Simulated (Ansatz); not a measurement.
## Electronic structure of H4HfO4 (SMILES [OH][Hf]([OH])([OH])[OH]) in real space

```yaml
atoms:
  - { symbol: O, position_ang: [-0.5414, 0.8151, -1.6692] }
  - { symbol: Hf, position_ang: [0.0000, 0.0000, 0.0000] }
  - { symbol: O, position_ang: [1.8968, -0.3776, -0.0568] }
  - { symbol: O, position_ang: [-0.9743, -1.6502, 0.2673] }
  - { symbol: O, position_ang: [-0.3812, 1.2128, 1.4587] }
  - { symbol: H, position_ang: [-1.0247, 1.4197, -2.2216] }
  - { symbol: H, position_ang: [2.7905, -0.2807, -0.3668] }
  - { symbol: H, position_ang: [-1.1023, -2.5923, 0.2541] }
  - { symbol: H, position_ang: [-0.6634, 1.4531, 2.3343] }
```

Geometry: PBE0-D4/def2-TZVP; core potentials replace the inner electrons of Hf.

Method: RKS PBE0-D4/def2-TZVPP (Ansatz).

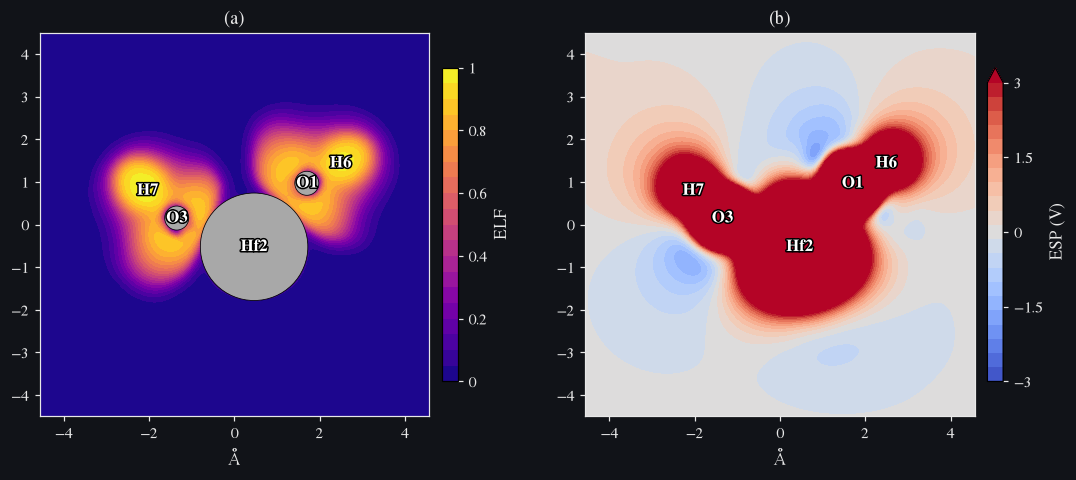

Figure 1. (a) ELF; (b) molecular electrostatic potential on the plane of atoms O1, Hf2 and O3. Grey discs cover the atomic cores in the ELF map.

### What does the map show?

- The plane passes through O, Hf and H nuclei.
- Hf–O (1.93 Å): the ELF peaks at about 0.80 in the valence shell of O, 0.5 Å from its nucleus, and drops to about 0.20 between the two atoms.
- O–H (0.95 Å): the ELF climbs to about 1 towards the hydrogen, as it does in any bond to H (an ordinary covalent bond to hydrogen).
- Outside the dense part of the molecule the potential is most negative (−1.8 V) near O1 and O3.

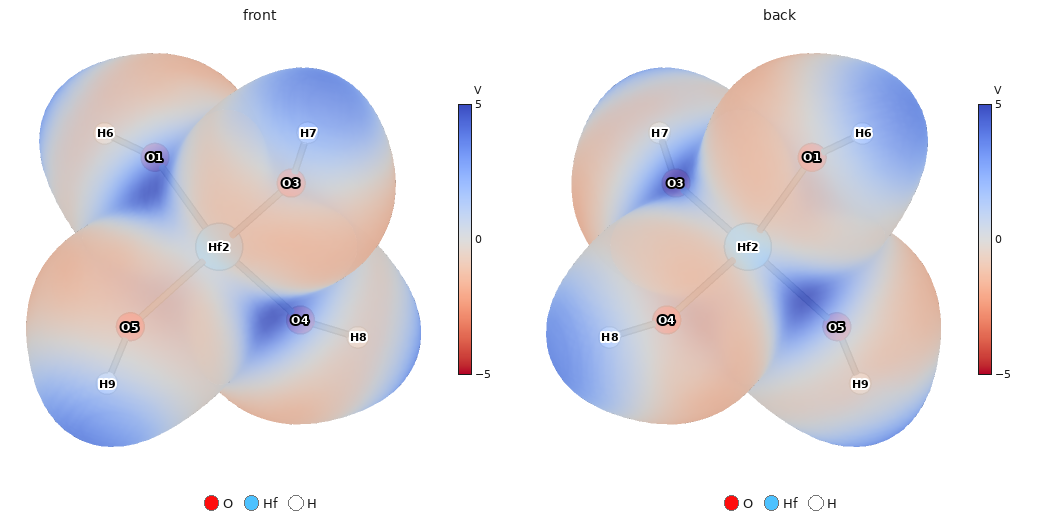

Figure 2. The electrostatic potential painted on the density surface at 0.004 e/bohr³, seen from the front and from behind; the colour scale runs from red (negative) to blue (positive).

### Where is the surface potential most negative and most positive?

The most negative region (about −1.4 V) lies over O1, O3, O4 and O5, the most positive (about +4.3 V) over Hf2.
